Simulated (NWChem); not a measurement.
# U-revM06/6-311++G(2d,2p) (density fitting with weigend coulomb fitting) run of AlNH2F (SMILES [NH2][Al][F])

Aim: the vertical doublet–quartet gap of AlNH2F at U-revM06/6-311++G(2d,2p) (density fitting with weigend coulomb fitting), from 2 runs. 

The calculation is run with NWChem 7.3.0.

1 further run of the same task is left out (set aside as unsound or not needed).

## (1) The system as given

AlNH2F has 5 atoms, charge 0, and is taken as a doublet. SMILES: `[NH2][Al][F]`. Geometry: relaxed at PBE0-D4/def2-TZVP. This is one conformer, not always the lowest.

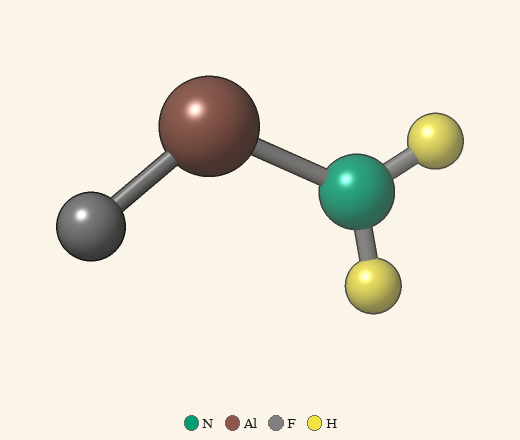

Viewed from a chosen angle; nitrogen teal, aluminium brown, fluorine grey, hydrogen yellow.

## (2) The charge distribution at U-revM06/6-311++G(2d,2p) (density fitting with weigend coulomb fitting)

Input file calc.nw:

```
start calc
title "AlFH2N properties"
memory 2200 mb
geometry
   zmatrix
     N
     Al 1 r2
     F 2 r3 1 a3
     H 1 r4 2 a4 3 d4
     H 1 r5 4 a5 2 d5
   variables
     r2 1.765499
     r3 1.6575
     a3 117.39164
     r4 1.006535
     a4 124.82572
     d4 179.98971
     r5 1.008844
     a5 110.99223
     d5 179.99451
   end
end
basis spherical
   * library "6-311++G(2d,2p)"
end
basis "cd basis" spherical
   * library "weigend coulomb fitting"
end
dft
   xc revm06
   mult 2
   grid medium
   maxiter 200
   mulliken
end
property
   dipole
   efield
   esp
   electrondensity
   moldenfile
   molden_norm janpa
end
task dft property
```

Run with:

```
$ nwchem calc.nw > calc.out
```

The program printed:

```text
[...]
 Group name             Cs
[...]
          Wavefunction type:  spin polarized.
          No. of atoms     :     5
          No. of electrons :    31
[...]
          Charge           :     0
          Spin multiplicity:     2
[...]
          AO basis - number of functions:   109
[...]
              XC Information
              --------------
                       revM06 Method XC Functional
                     Hartree-Fock (Exact) Exchange  0.404
                        revM06 Exchange Functional  1.000
                      revM06 Correlation Potential  1.000
[...]
 d= 0,ls=0.0,diis     1   -398.1691052509 -4.90D+02  6.31D-03  2.89D-01     1.7
[...]
 d= 0,ls=0.0,diis     9   -398.2690862363 -6.88D-08  3.86D-06  1.79D-08    11.2
[...]
         Total DFT energy =     -398.269086236349
      One electron energy =     -736.024271056466
           Coulomb energy =      282.572135409625
    Exchange-Corr. energy =      -36.803357288509
 Nuclear repulsion energy =       91.986406699001
[...]
      Total Density - Mulliken Population Analysis
     ---------------------------------------------
    Atom       Charge   Shell Charges
 -----------   ------   -------------------------------------------------------
    1 N    7     7.86   1.10  0.89  0.80  0.84  1.82  0.81  1.50 -0.05  0.14  0.00  0.00
    2 Al  13    12.06   0.79  1.18  0.97  1.02  0.68  0.37  2.14  3.77  0.52  0.28  0.11  0.05 -0.03  0.08  0.13
    3 F    9     9.54   1.08  0.92  1.18  1.06  2.36  0.94  1.93 -0.04  0.10  0.00  0.01
    4 H    1     0.78   0.27  0.38  0.06  0.01  0.02  0.04
    5 H    1     0.76   0.27  0.38  0.05  0.00  0.02  0.04
[...]
      <S2> =      0.7510 (Exact =     0.7500)
[...]
   Dipole moment        2.3366496774 Debye(s)
             DMX       -0.7458096966 DMXEFC        0.0000000000
             DMY        2.2144298615 DMYEFC        0.0000000000
             DMZ       -0.0000000000 DMZEFC        0.0000000000
   -EFC- dipole         0.0000000000 DEBYE(S)
   Total dipole         2.3366496774 DEBYE(S)
[...]
```

Wall time 12 s (1 thread of INTEL XEON PLATINUM 8581C at 2.30GHz (Emerald Rapids), shared host); peak memory 0.13 GiB.

Atomic charges (e):

```csv
atom,Mulliken,Löwdin
N1,-0.860,-0.150
Al2,+0.940,+0.610
F3,-0.540,-0.370
H4,+0.220,-0.050
H5,+0.240,-0.040
```

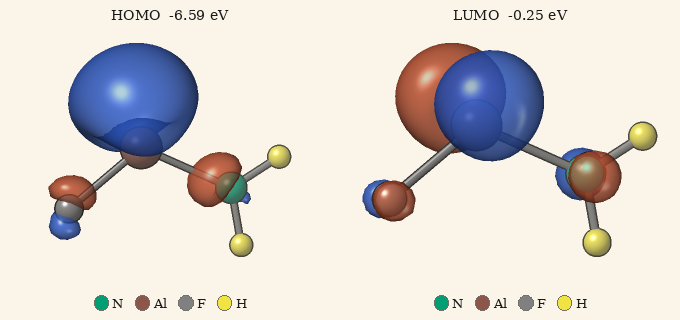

Frontier orbitals of this run (spin up), surfaces at ±0.2 Å^-3/2.

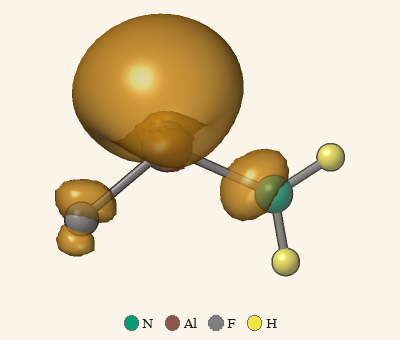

Spin density, surfaces at ±0.03 e/Å³.

## (3) The quartet

Input file alfh2n.nw:

```
start alfh2n
title "AlFH2N revM06"
memory 2200 mb

geometry noautosym nocenter
 zmatrix
   N
   Al 1 1.765499
   F 2 1.6575 1 117.39164
   H 1 1.006535 2 124.82572 3 179.98971
   H 1 1.008844 4 110.99223 2 179.99451
 end
end

basis spherical
 * library "6-311++G(2d,2p)"
end

basis "cd basis" spherical
 * library "weigend coulomb fitting"
end

dft
 xc revm06
 mult 4
 grid medium
 iterations 150
 mulliken
end

property
 dipole
 efield
 esp
 electrondensity
 moldenfile
 molden_norm janpa
end

task dft property
```

Run with:

```
$ nwchem alfh2n.nw > alfh2n.out
```

The program printed:

```text
[...]
          Wavefunction type:  spin polarized.
          No. of atoms     :     5
          No. of electrons :    31
[...]
          Charge           :     0
          Spin multiplicity:     4
[...]
          AO basis - number of functions:   109
[...]
              XC Information
              --------------
                       revM06 Method XC Functional
                     Hartree-Fock (Exact) Exchange  0.404
                        revM06 Exchange Functional  1.000
                      revM06 Correlation Potential  1.000
[...]
 d= 0,ls=0.0,diis     1   -397.9207846106 -4.90D+02  3.07D-02  3.12D-01     2.2
[...]
 d= 0,ls=0.5,diis    30   -398.0549463986 -7.15D-08  2.37D-06  1.10D-08    53.6
[...]
         Total DFT energy =     -398.054946434932
      One electron energy =     -734.833524699013
           Coulomb energy =      281.540530877792
    Exchange-Corr. energy =      -36.748359261454
 Nuclear repulsion energy =       91.986406647743
[...]
      Total Density - Mulliken Population Analysis
     ---------------------------------------------
    Atom       Charge   Shell Charges
 -----------   ------   -------------------------------------------------------
    1 N    7     7.13   1.10  0.89  0.78  0.91  1.73  0.79  1.15 -0.19 -0.04  0.00  0.01
    2 Al  13    12.94   0.79  1.18  0.97  1.02  0.62  0.59  2.14  3.77  0.57  0.59  0.37  0.11  0.07  0.07  0.08
    3 F    9     9.48   1.08  0.92  1.18  1.06  2.36  0.94  1.93 -0.06  0.07  0.00  0.01
    4 H    1     0.71   0.27  0.37  0.03 -0.00  0.01  0.03
    5 H    1     0.75   0.27  0.37  0.05  0.02  0.01  0.03
[...]
      <S2> =      3.7538 (Exact =     3.7500)
[...]
   Dipole moment        7.2122698081 Debye(s)
             DMX       -1.0252609424 DMXEFC        0.0000000000
             DMY       -0.0001985232 DMYEFC        0.0000000000
             DMZ       -7.1390248455 DMZEFC        0.0000000000
   -EFC- dipole         0.0000000000 DEBYE(S)
   Total dipole         7.2122698081 DEBYE(S)
[...]
```

It took 56 s on 1 thread of INTEL XEON PLATINUM 8581C at 2.30GHz (Emerald Rapids), shared host; peak memory 0.26 GiB.

Atomic charges (e):

```csv
atom,Mulliken,Löwdin
N1,-0.130,+0.300
Al2,+0.060,+0.080
F3,-0.480,-0.380
H4,+0.290,+0.000
H5,+0.250,+0.000
```

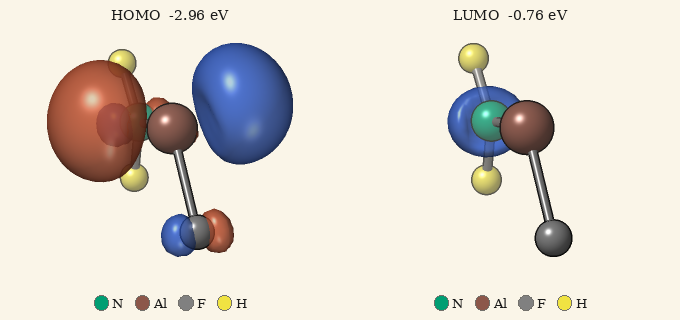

Frontier orbitals of this run (spin up), surfaces at ±0.2 Å^-3/2.

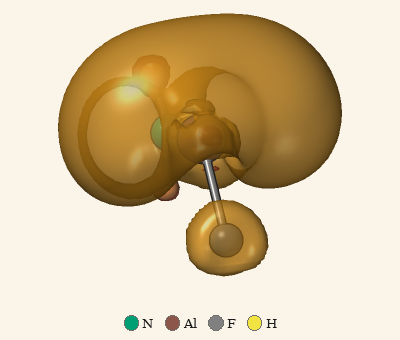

Spin density, surfaces at ±0.03 e/Å³.

## (4) Summary of results

Level: U-revM06/6-311++G(2d,2p) (density fitting with weigend coulomb fitting).

| quantity | value |
| --- | --- |
| doublet: total energy | -398.26909 Eh |
| doublet: dipole moment | 2.34 D |
| doublet: HOMO energy (highest over α and β) | -6.59 eV |
| doublet: LUMO energy (lowest over α and β) | -3.24 eV |
| doublet: ⟨S²⟩ | 0.751 |
| quartet: total energy | -398.05495 Eh |
| quartet: dipole moment | 7.21 D |
| quartet: HOMO energy (highest over α and β) | -2.96 eV |
| quartet: ⟨S²⟩ | 3.754 |
| vertical energy of the quartet above the doublet | 5.827 eV |

In words: At this shape the quartet lies 5.83 eV (134 kcal/mol) above the doublet. Mulliken charges (quartet) run from -0.48 on F3 to +0.29 on H4; in a basis this large or diffuse they mean little.
